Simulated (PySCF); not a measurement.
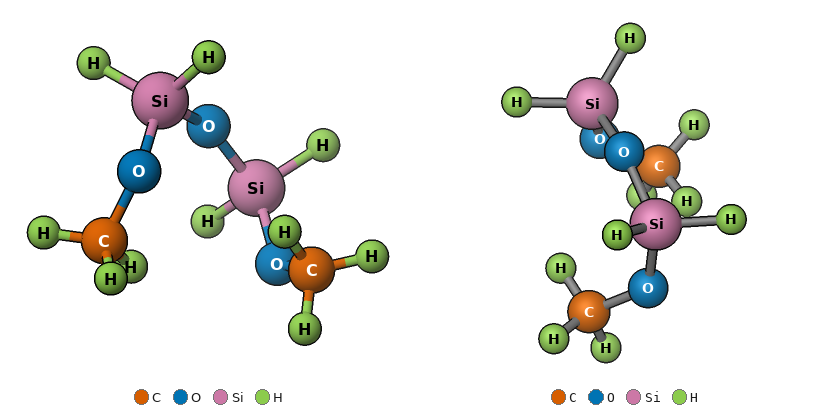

Two views of one molecule.

The geometry was computed by an optimisation with GFN2-xTB. No frequency run is at hand to confirm it as a minimum.

Which formula does it have?

Answer. C2H10O3Si2, 17 atoms: 2 carbon, 10 hydrogen, 3 oxygen and 2 silicon.

Does it have rings?

Answer. It has no ring.

Count the bonded pairs by element.

Answer. 6 C–H, 4 O–Si, 4 Si–H, 2 C–O.

Give a SMILES string for it.

Answer. CO[SiH2]O[SiH2]OC

How many atoms are distinct by symmetry?

Answer. 9: 2 C, 2 O, 2 Si, 1 O, 2 H, 2 H, 2 H, 2 H, 2 H.

More results for the same structure follow; atom numbers are the same in all pictures, views and colours differ.

## Shape

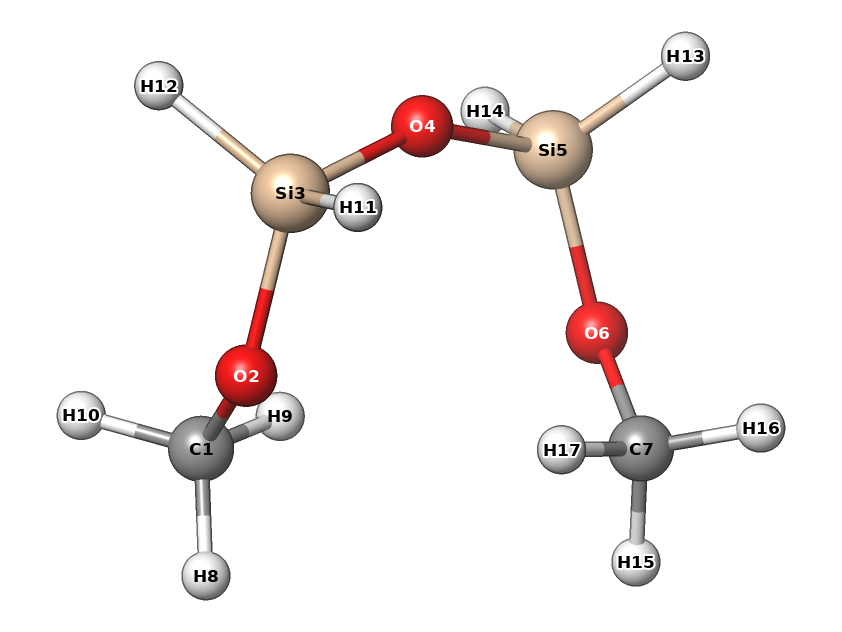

Atoms carry their numbers in the input. No frequency run is at hand to confirm it as a minimum.

Which atoms are bonded, and how long are the bonds?

```tsv
bond	length (Å)	order
C1–O2	1.399	single
C1–H8	1.091	single
C1–H9	1.093	single
C1–H10	1.093	single
O2–Si3	1.620	single
Si3–O4	1.621	single
Si3–H11	1.452	single
Si3–H12	1.459	single
O4–Si5	1.621	single
Si5–O6	1.619	single
Si5–H13	1.459	single
Si5–H14	1.452	single
O6–C7	1.399	single
C7–H15	1.091	single
C7–H16	1.093	single
C7–H17	1.093	single
```

## Electronic properties

No frequency run is at hand to confirm it as a minimum. Level of theory: PBE0/def2-SVPD, gas phase (PySCF 2.14.0). Excitations: vertical, linear response.

What does the calculation give?

- dipole moment: 0.77 D
- HOMO energy (Kohn–Sham orbital): −8.21 eV
- LUMO energy (Kohn–Sham orbital): 0.27 eV
- HOMO–LUMO gap: 8.49 eV
- mean static polarisability: 82.4 bohr³
- lowest vertical singlet excitation: 7.28 eV
- its oscillator strength: 0.026

## NMR shielding

The questions are on isotropic NMR shieldings of the O atoms. No frequency run is at hand to confirm it as a minimum. Method: GIAO PBE0/pcSseg-1 NMR shielding, non-relativistic, gas phase (PySCF 2.14.0).

List the isotropic NMR shieldings of the O atoms.

| atom | σ (ppm) |
| --- | --- |
| O2 | 298.9 |
| O4 | 247.0 |
| O6 | 299.1 |

## Quadrupole coupling

No frequency run is at hand to confirm it as a minimum. Electric field gradients from the ground-state density, PBE0/pcSseg-1 (PySCF 2.14.0), non-relativistic apart from any core potentials.

Give the largest field-gradient component, the quadrupole coupling constant and the asymmetry for 17O at O2 (Q = −25.6 mb), 17O at O4 (Q = −25.6 mb).

| atom | V_zz (a.u.) | e²qQ/h (MHz) | η |
| --- | --- | --- | --- |
| O2 | 1.705 | −10.25 | 0.29 |
| O4 | 0.973 | −5.85 | 0.31 |

## Charges

The questions are on ESP-fitted charges. No frequency run is at hand to confirm it as a minimum. Method: PBE0/pcSseg-1, gas phase (PySCF 2.14.0).

Which atom carries the highest charge (most positive or least negative)?

Answer. Si3, Si5 (0.69 to 0.70 e).

And the lowest?

Answer. O4 (−0.45 e).

List the ESP-fitted charges.

| atom | value (e) |
| --- | --- |
| C1 | −0.10 |
| O2 | −0.40 |
| Si3 | 0.69 |
| O4 | −0.45 |
| Si5 | 0.70 |
| O6 | −0.41 |
| C7 | −0.10 |
| H8 | 0.10 |
| H9 | 0.10 |
| H10 | 0.10 |
| H11 | −0.13 |
| H12 | −0.12 |
| H13 | −0.12 |
| H14 | −0.13 |
| H15 | 0.10 |
| H16 | 0.10 |
| H17 | 0.09 |

The geometry is semi-empirical. Around Si such bond lengths and angles can be off by a tenth of an ångström or more and by several degrees, and values that hang on the shape move with them.
